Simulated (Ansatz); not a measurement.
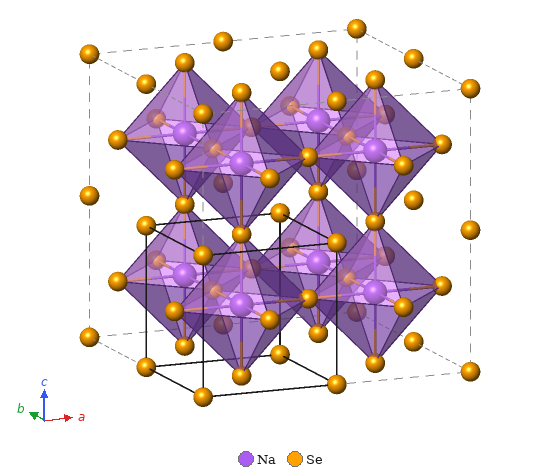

Polyhedra are drawn about Na (bonds: Na–Se below 2.9 Å); other atoms are plain spheres.

NaSe₄ (space group Pm-3m, No. 221): the end point of a relaxation with Ansatz, DFT PBE, scalar-relativistic, plane waves, PAW; the starting structure was generated, so it need not be a known form of this composition.

Sharing among the drawn polyhedra:

```csv
site,polyhedron,corner-sharing neighbours,edge-sharing,face-sharing,bond (Å)
Na,NaSe6 octahedron,6,0,0,2.55
```

They form a three-dimensional framework of corner-sharing octahedra.
